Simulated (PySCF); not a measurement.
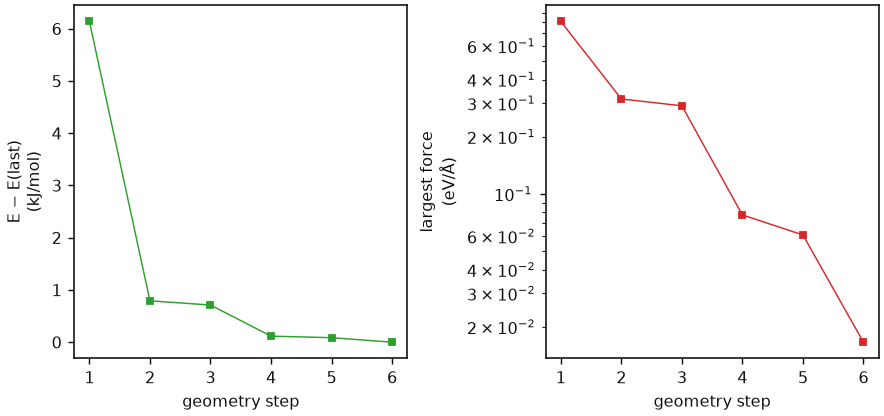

History of a geometry optimisation.

System: C7H7 (SMILES [C]1=CC=CC=CC1), multiplicity 2.
Method: PBE0-D3(BJ)/def2-SVP, geometry optimisation (PySCF).

### How did the optimisation end?

The optimisation met its thresholds at geometry 6, counting the start as the first. The energy fell by about 6.1 kJ/mol from the first step to the last. The largest force goes from about 0.81 eV/Å at the start to 0.017 eV/Å at the end.
